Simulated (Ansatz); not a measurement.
Consider FH$_{2}$NaSi.

```tsv
atom	x (Å)	y (Å)	z (Å)
F	0.2719	-1.3055	0.1512
Na	0.2750	0.1123	1.9016
Si	0.5693	0.1554	-0.7398
H	1.7729	-0.2304	-1.5609
H	-0.4906	0.0797	-1.8086
```

Geometry: B3LYP-D4/def2-TZVP.

These are results of Ansatz 0.2.0, isolated molecule in a Gaussian basis; Kohn-Sham density functional theory, functional PBE0, not measurements.

**What can the converged electron density and electron localisation function tell about the bonding?**

Si–F (1.74 Å): the density is about 0.83 e/Å³ at the midpoint; the ELF peaks at about 0.85 in the valence shell of F, 0.5 Å from its nucleus, and is about 0.50 at the midpoint.
Na–F (2.25 Å): ρ at the midpoint is about 0.17 e/Å³; the ELF is about 0.05 at the midpoint: an ionic contact with no shared pair.
Na–Si (2.66 Å): ρ is about 0.2 e/Å³ halfway; the ELF peaks at about 0.70 in the valence shell of Si, 1.1 Å from its nucleus, and is about 0.45 at the midpoint.

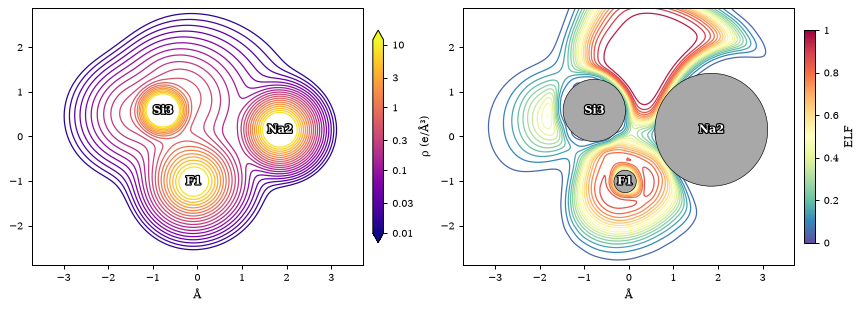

Computed electron density and electron localisation function on the plane of atoms Na2, F1 and Si3, in this order. Grey discs cover the atomic cores in the ELF map. 
